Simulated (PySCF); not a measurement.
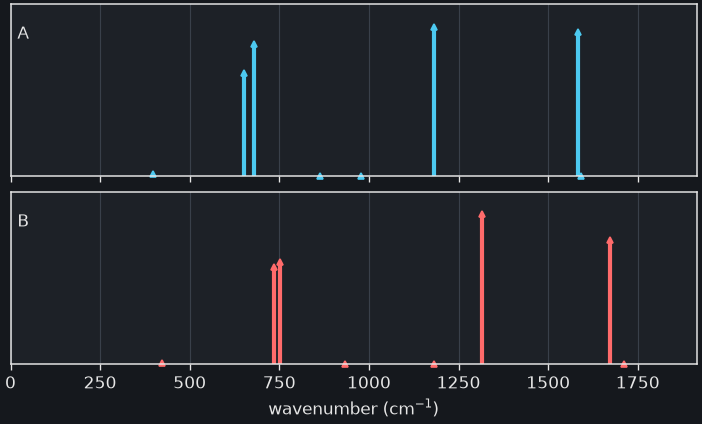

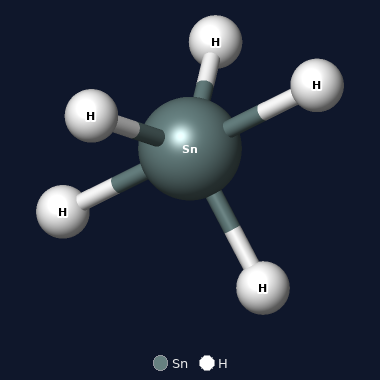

Harmonic infrared lines of SnH₅⁻ and PbH₅⁻, all D3h singlets, each the lowest point that its search found (SnH₅⁻ is drawn); the central atom changes down one group of the periodic table. PBE0/def2-TZVPD (core potentials past Kr), PySCF, unscaled, no spin-orbit coupling; each panel is scaled to its strongest line, degenerate modes are one line with their intensities summed, and dots on the axis are modes too weak to show or inactive.

**Which panel belongs to which molecule?**

A: PbH₅⁻ (strongest line 1181.1 cm⁻¹); B: SnH₅⁻ (strongest line 1316.2 cm⁻¹).

**How do the bond length and the stretches change along the series?**

Mean bond length: SnH₅⁻ 1.811, PbH₅⁻ 1.877 Å, rising down the group. Highest a1' mode: SnH₅⁻ 1710, PbH₅⁻ 1592 cm⁻¹, falling down the group.

Caveats, for all or some of the runs: spin-orbit coupling is left out, and with Pb it can shift these values.
